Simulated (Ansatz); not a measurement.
System: Cl₂Mg···SiH₄.

```yaml
atoms:
  - { symbol: Mg, position_ang: [-1.7850, -0.5316, -1.4801] }
  - { symbol: Si, position_ang: [1.0831, 0.2797, 0.8983] }
  - { symbol: Cl, position_ang: [-1.9162, -2.7046, -1.4483] }
  - { symbol: H, position_ang: [-0.0060, 0.4477, -0.0446] }
  - { symbol: Cl, position_ang: [-1.6875, 1.8370, -1.5411] }
  - { symbol: H, position_ang: [2.1008, -0.6037, 0.3009] }
  - { symbol: H, position_ang: [1.6563, 1.6058, 1.1831] }
  - { symbol: H, position_ang: [0.5543, -0.3303, 2.1316] }
```

Not at a stationary point (largest force 1.8 eV/Å).

All numbers below come from Ansatz 0.2.0, RKS BHLYP/6-31G*.

Q: What will maps of the electron density and electron localisation function show?

A: Mg1···H4 (2.49 Å): the density falls to about 0.06 e/Å³ on the way; the ELF climbs to about 1 towards the hydrogen.
Mg–Cl (2.18 Å): ρ is about 0.54 e/Å³ halfway; the ELF peaks at about 0.85 in the valence shell of Cl, 0.8 Å from its nucleus, and falls to about 0.05 next to Mg (an ionic contact with no shared pair).
Si–H (1.45 Å): ρ is about 0.81 e/Å³ halfway; the ELF climbs to about 1 towards the hydrogen.
Mg–Cl (2.37 Å): the density is about 0.39 e/Å³ at the midpoint; the ELF peaks at about 0.85 in the valence shell of Cl, 1.0 Å from its nucleus, and falls to about 0.05 next to Mg (a largely ionic contact).

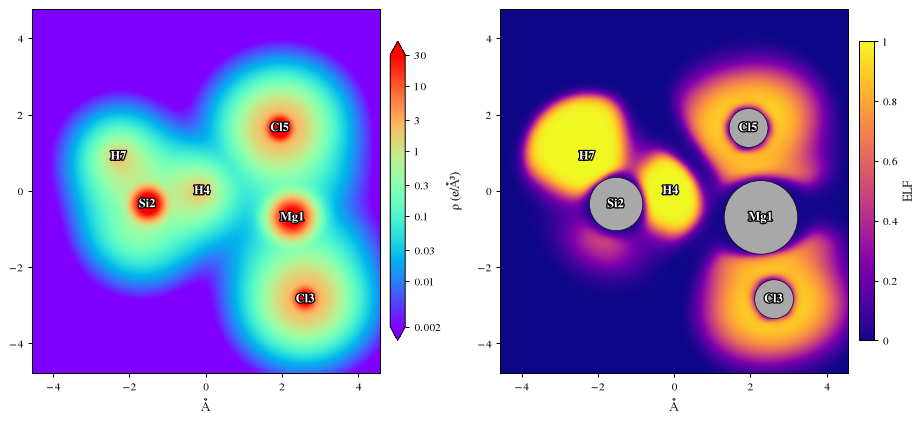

Computed electron density and electron localisation function on the plane of atoms H4, Si2 and H7, in this order. Grey discs cover the atomic cores in the ELF map. 
